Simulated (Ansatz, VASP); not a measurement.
# Cross-check of InCu2 between VASP and Ansatz

One calculation is typed for both programs; each brings its own data sets and cutoff. How far apart do they land?

Program: Ansatz 0.2.0. Level of theory: plane waves, with VASP 6.6.1 beside it; relaxation of cell and atoms at PBEsol. Results are calculated unless marked as measured.

## (1) The structure

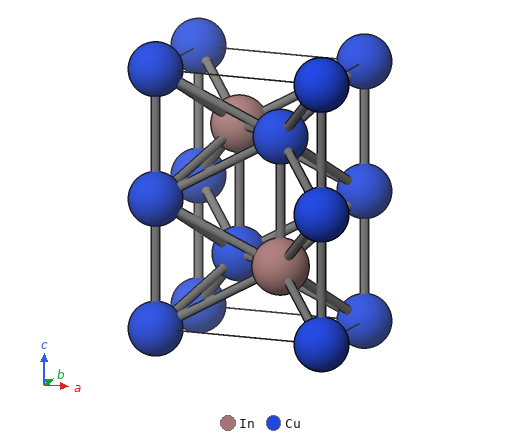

Start, viewed slightly off an axis; indium brown, copper blue. Some periodic images of atoms are drawn too.

Coordinates:

```cif
data_structure
_symmetry_space_group_name_H-M 'P6_3/mmc'
_symmetry_Int_Tables_number 194
_cell_length_a 4.4175
_cell_length_b 4.4175
_cell_length_c 5.2279
_cell_angle_alpha 90.000
_cell_angle_beta 90.000
_cell_angle_gamma 120.000
_cell_volume 88.35
loop_
_atom_site_label
_atom_site_type_symbol
_atom_site_symmetry_multiplicity
_atom_site_Wyckoff_symbol
_atom_site_fract_x
_atom_site_fract_y
_atom_site_fract_z
_atom_site_occupancy
In1 In 2 d 0.66667 0.33333 0.25000 1
Cu1 Cu 2 a 0.00000 0.00000 0.50000 1
Cu2 Cu 2 c 0.66667 0.33333 0.75000 1
```

## (2) VASP: relaxation of cell and atoms, PBEsol

The relaxed volume is the usual yardstick between codes: its relative difference is about their pressure difference at one cell divided by the bulk modulus.

Lines of VASP's logs that name or quote its potential files are left out, and so is its time.

The input, INCAR:

```
SYSTEM = InCu2
PREC = Accurate
ENCUT = 390
EDIFF = 1E-06
NELM = 120
ISMEAR = 0
SIGMA = 0.1
LREAL = .FALSE.
ALGO = Normal
GGA = PS
NBANDS = 31
LORBIT = 11
LWAVE = .FALSE.
LCHARG = .FALSE.
KPAR = 3
IBRION = 2
NSW = 30
ISIF = 3
EDIFFG = -0.02
POTIM = 0.4
```

The input, POSCAR:

```
InCu2
1.0
    4.4175380502      0.0000000000      0.0000000000
   -2.2087690251      3.8257001737      0.0000000000
    0.0000000000      0.0000000000      5.2278907406
In Cu
2 4
Direct
    0.6666666667      0.3333333333      0.2500000000
    0.3333333333      0.6666666667      0.7500000000
    0.0000000000      0.0000000000      0.5000000000
    0.0000000000      0.0000000000      0.0000000000
    0.6666666667      0.3333333333      0.7500000000
    0.3333333333      0.6666666667      0.2500000000
```

The input, KPOINTS:

```
Automatic mesh
0
Gamma
5 5 4
0 0 0
```

PAW data sets: In and Cu (PBE family, release 64).

Started as:

```console
$ mpirun -np 3 vasp_std
```

Numbers of over 12 decimals in the logs are rounded to 6 here.

What it wrote:

```text
[banner, memory and clock lines left out]
running    3 mpi-ranks, on    1 nodes
 distrk:  each k-point on    1 cores,    3 groups
 distr:  one band on    1 cores,    1 groups

 POSCAR found type information on POSCAR InCu
 POSCAR found :  2 types and       6 ions
|                                                                             |
|               ----> ADVICE to this user running VASP <----                  |
|                                                                             |
|     You enforced a specific xc type in the INCAR file but a different       |
|     [... a line on the potential file left out ...]
|     I HOPE YOU KNOW WHAT YOU ARE DOING!                                     |
|                                                                             |

 LDA part: xc-table for (Slater+PW92), standard interpolation
 POSCAR, INCAR and KPOINTS ok, starting setup
 FFT: planning ... GRIDC
 FFT: planning ... GRID_SOFT
 FFT: planning ... GRID
 WAVECAR not read
 entering main loop
       N       E                     dE             d eps       ncg     rms          rms(c)
DAV:   1     0.352479414678E+03    0.35248E+03   -0.17929E+04   930   0.186E+03
DAV:   2     0.210127634670E+01   -0.35038E+03   -0.34010E+03   930   0.375E+02
DAV:   3    -0.266994425511E+02   -0.28801E+02   -0.27072E+02  1081   0.155E+02
DAV:   4    -0.274577527090E+02   -0.75831E+00   -0.75410E+00  1430   0.291E+01
DAV:   5    -0.274643369299E+02   -0.65842E-02   -0.65837E-02  1374   0.244E+00    0.191E+01
DAV:   6    -0.265537347318E+02    0.91060E+00   -0.72712E+01  1078   0.173E+02    0.130E+01
DAV:   7    -0.226977781931E+02    0.38560E+01   -0.15558E+01  1119   0.993E+01    0.462E+00
DAV:   8    -0.227819128751E+02   -0.84135E-01   -0.33215E+00  1203   0.443E+01    0.303E+00
DAV:   9    -0.228478295919E+02   -0.65917E-01   -0.89140E-01  1321   0.307E+01    0.275E+00
DAV:  10    -0.227058345035E+02    0.14200E+00   -0.34079E-01  1198   0.135E+01    0.871E-01
DAV:  11    -0.227061375913E+02   -0.30309E-03   -0.10946E-01  1342   0.572E+00    0.341E-01
DAV:  12    -0.227043168611E+02    0.18207E-02   -0.48111E-03  1341   0.192E+00    0.371E-01
DAV:  13    -0.227029332756E+02    0.13836E-02   -0.32299E-03  1257   0.138E+00    0.109E-01
DAV:  14    -0.227028819740E+02    0.51302E-04   -0.14483E-03  1231   0.606E-01    0.244E-02
DAV:  15    -0.227028821458E+02   -0.17171E-06   -0.59259E-05  1354   0.102E-01    0.116E-02
DAV:  16    -0.227028816569E+02    0.48881E-06   -0.15999E-06   724   0.412E-02
   1 F= -.22702882E+02 E0= -.22700256E+02  d E =-.227029E+02
 curvature:   0.00 expect dE= 0.000E+00 dE for cont linesearch  0.000E+00
 trial: gam= 0.00000 g(F)=  0.793E-45 g(S)=  0.211E-02 ort = 0.000E+00 (trialstep = 0.100E+01)
 search vector abs. value=  0.211E-02
 bond charge predicted
       N       E                     dE             d eps       ncg     rms          rms(c)
DAV:   1    -0.227434966375E+02   -0.40614E-01   -0.60540E-01   965   0.146E+01    0.167E+00
DAV:   2    -0.227246783429E+02    0.18818E-01   -0.44924E-01  1043   0.142E+01    0.862E-01
DAV:   3    -0.227036569373E+02    0.21021E-01   -0.95557E-02  1057   0.746E+00    0.269E-01
DAV:   4    -0.227035566282E+02    0.10031E-03   -0.10268E-02  1116   0.333E+00    0.219E-01
DAV:   5    -0.227028647417E+02    0.69189E-03   -0.10293E-03  1434   0.896E-01    0.735E-02
DAV:   6    -0.227027603294E+02    0.10441E-03   -0.23014E-04  1451   0.351E-01    0.342E-02
DAV:   7    -0.227027571043E+02    0.32251E-05   -0.35182E-05  1286   0.672E-02    0.263E-02
DAV:   8    -0.227027441879E+02    0.12916E-04   -0.27196E-05  1188   0.161E-01    0.859E-03
DAV:   9    -0.227027435115E+02    0.67640E-06   -0.15197E-05  1137   0.563E-02    0.353E-03
DAV:  10    -0.227027432756E+02    0.23593E-06   -0.90458E-07   528   0.224E-02
   2 F= -.22702743E+02 E0= -.22700100E+02  d E =0.138381E-03
 trial-energy change:    0.000138  1 .order   -0.000303   -0.002107    0.001501
 step:   0.4069(harm=  0.5839)  dis= 0.00000  next Energy=   -22.703281 (dE=-0.399E-03)
 bond charge predicted
       N       E                     dE             d eps       ncg     rms          rms(c)
DAV:   1    -0.227172477054E+02   -0.14504E-01   -0.21432E-01   951   0.878E+00    0.973E-01
DAV:   2    -0.227102321391E+02    0.70156E-02   -0.14952E-01  1050   0.817E+00    0.490E-01
DAV:   3    -0.227035096307E+02    0.67225E-02   -0.31726E-02  1050   0.424E+00    0.165E-01
DAV:   4    -0.227034328337E+02    0.76797E-04   -0.32276E-03  1131   0.196E+00    0.131E-01
DAV:   5    -0.227031665459E+02    0.26629E-03   -0.30053E-04  1487   0.519E-01    0.368E-02
DAV:   6    -0.227031439546E+02    0.22591E-04   -0.66554E-05  1498   0.218E-01    0.156E-02
DAV:   7    -0.227031439568E+02   -0.21455E-08   -0.10849E-05  1153   0.365E-02    0.112E-02
DAV:   8    -0.227031428363E+02    0.11204E-05   -0.64128E-06   941   0.851E-02    0.200E-03
DAV:   9    -0.227031433527E+02   -0.51637E-06   -0.17461E-06   682   0.170E-02
   3 F= -.22703143E+02 E0= -.22700511E+02  d E =-.261696E-03
 curvature:  -0.24 expect dE=-0.114E-04 dE for cont linesearch -0.853E-05
 trial: gam=-0.10756 g(F)=  0.144E-45 g(S)=  0.475E-04 ort = 0.274E-03 (trialstep = 0.881E+00)
 search vector abs. value=  0.129E-04
 reached required accuracy - stopping structural energy minimisation
```

From OUTCAR (step 2):

```text
ion  position               nearest neighbor table
   1  0.667  0.333  0.250-   6 2.55   6 2.55   6 2.55   5 2.61   5 2.61   3 2.87   4 2.87   3 2.87
                             4 2.87   3 2.87   4 2.87   2 3.65   2 3.65   2 3.65   2 3.65   2 3.65
   2  0.333  0.667  0.750-   5 2.55   5 2.55   5 2.55   6 2.61   6 2.61   3 2.87   4 2.87   4 2.87
                             3 2.87   4 2.87   3 2.87   1 3.65   1 3.65   1 3.65   1 3.65   1 3.65
   3  0.000  0.000  0.500-   4 2.61   4 2.61   1 2.87   2 2.87   1 2.87   2 2.87   1 2.87   2 2.87

  LATTYP: Found a hexagonal cell.
 ALAT       =     4.4175380502
 C/A-ratio  =     1.1834398892

 Subroutine GETGRP returns: Found 24 space group operations
 (whereof 12 operations were pure point group operations)

The static configuration has the point symmetry D_3d.
 The point group associated with its full space group is D_6h.

 Found     15 irreducible k-points:

   k-points           NKPTS =     15   k-points in BZ     NKDIM =     15   number of bands    NBANDS=     31

   dimension x,y,z NGX =    28 NGY =   28 NGZ =   36
   dimension x,y,z NGXF=    56 NGYF=   56 NGZF=   72

   ENCUT  =  390.0 eV  28.66 Ry    5.35 a.u.   7.11  7.11  8.42*2*pi/ulx,y,z

   NELECT =      50.0000    total number of electrons

 k-points in reciprocal lattice and weights: Automatic mesh
   0.00000000  0.00000000  0.00000000       0.010
   0.20000000  0.00000000  0.00000000       0.060
   0.40000000  0.00000000  0.00000000       0.060
   0.20000000  0.20000000  0.00000000       0.060
   0.40000000  0.20000000  0.00000000       0.060
   0.00000000  0.00000000  0.25000000       0.020
   0.20000000  0.00000000  0.25000000       0.120
   0.40000000  0.00000000  0.25000000       0.120
   0.20000000  0.20000000  0.25000000       0.120
[...]
0.20000000  0.20000000  0.50000000       0.060
   0.40000000  0.20000000  0.50000000       0.060

 average (electrostatic) potential at core
       1 -34.6023       2 -34.6023       3 -63.8056       4 -63.8056       5 -64.1618
       6 -64.1618

 E-fermi :   7.5936

 k-point     1 :       0.0000    0.0000    0.0000
  band No.  band energies     occupation
    ...
     19       4.8135      2.00000
     20       5.0447      2.00000
     21       5.0447      2.00000
     22       5.3276      2.00000
     23       6.0021      2.00000
     24       9.1464      0.00000
     25       9.1464      0.00000
     26       9.4118      0.00000
     27       9.4118      0.00000
     28       9.5294      0.00000
    ...

 k-point     2 :       0.2000    0.0000    0.0000
  band No.  band energies     occupation
    ...
     21       5.0385      2.00000
     22       5.4745      2.00000
     23       5.9503      2.00000
     24       6.1506      2.00000
     25       7.0442      2.00000
     26       8.7243      0.00000
     27      10.6913      0.00000
     28      10.7722      0.00000
     29      11.8223      0.00000
     30      11.8250      0.00000
    ...

 k-point     3 :       0.4000    0.0000    0.0000
  band No.  band energies     occupation
    ...
     21       5.0369      2.00000
     22       5.0424      2.00000
     23       5.4108      2.00000
     24       5.8118      2.00000
     25       5.9049      2.00000
     26       8.1915      0.00000
     27       8.6284      0.00000
     28       8.7492      0.00000
     29      11.3215      0.00000
     30      11.9778      0.00000
    ...

  Total       -0.0607151     -0.0607151      0.0037489     -0.0000000      0.0000000      0.0000000
  in kB       -1.1038398     -1.1038398      0.0681567     -0.0000000      0.0000000      0.0000000
  external PRESSURE =      -0.7131743 kB  Pullay stress =       0.0000000 kB

  energy-cutoff  :      390.00
  volume of cell :       88.13
      direct lattice vectors                 reciprocal lattice vectors
     4.413386334  0.000000000 -0.000000000     0.226583382  0.130817976  0.000000000
    -2.206693167  3.822104682  0.000000000     0.000000000  0.261635953  0.000000000
    -0.000000000  0.000000000  5.224279916     0.000000000 -0.000000000  0.191413940

 POSITION                                       TOTAL-FORCE (eV/Angst)
 -----------------------------------------------------------------------------------
      2.20669      1.27403      1.30607        -0.000000      0.000000      0.000000
     -0.00000      2.54807      3.91821         0.000000      0.000000     -0.000000
     -0.00000      0.00000      2.61214        -0.000000      0.000000      0.000000
      0.00000      0.00000      0.00000        -0.000000      0.000000      0.000000
      2.20669      1.27403      3.91821         0.000000      0.000000      0.000000
     -0.00000      2.54807      1.30607        -0.000000     -0.000000      0.000000
 -----------------------------------------------------------------------------------
    total drift:                                0.000000     -0.000000      0.000000

  FREE ENERGIE OF THE ION-ELECTRON SYSTEM (eV)
  ---------------------------------------------------
  free  energy   TOTEN  =       -22.7031433527 eV

  energy  without entropy=      -22.6978782316  energy(sigma->0) =      -22.70051079

 reached required accuracy - stopping structural energy minimisation

 total charge
# of ion       s       p       d       tot
------------------------------------------
    1        1.245   1.642   0.262   3.149
    2        1.245   1.642   0.262   3.149
    3        0.374   0.341   9.180   9.895
    4        0.374   0.341   9.180   9.895
    5        0.441   0.374   9.201  10.016
    6        0.441   0.374   9.201  10.016
--------------------------------------------------
tot          4.120   4.713  37.286  46.119

[... 3 further parts left out ...]
```

(Part 1 of 2 ends here.)

[Lines on the potential files, build, host, timing and source positions are cut from VASP's logs without a mark.]

[Logs are printed without paths, hosts, clocks, repeated set-up lines and the standing remarks that a program may print on its own settings, such as how far it seeks lower states.]

[Hosts, paths, dates, database ids (printed as entryN), source tags and the programs' standing remarks are cut or masked in the printed files.]
